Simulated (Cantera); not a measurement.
Input: 1 mol SO₂, a varied amount of H₂, held at 1875 °C and 0.0630 bar.

Method: chemical equilibrium by Gibbs-energy minimisation in Cantera with the NASA 1993 tables (ideal gas, pure condensed phases). Candidate condensed phases: H₂O, H₂SO₄, S; 19 gas species. The numbers say what is thermodynamically allowed, not how fast it happens.

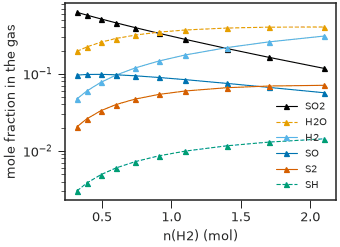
Equilibrium gas composition (values under 1e-9 drawn at 1e-9)

From 0.32 mol H₂ to 2.1 mol H₂ nothing is condensed.
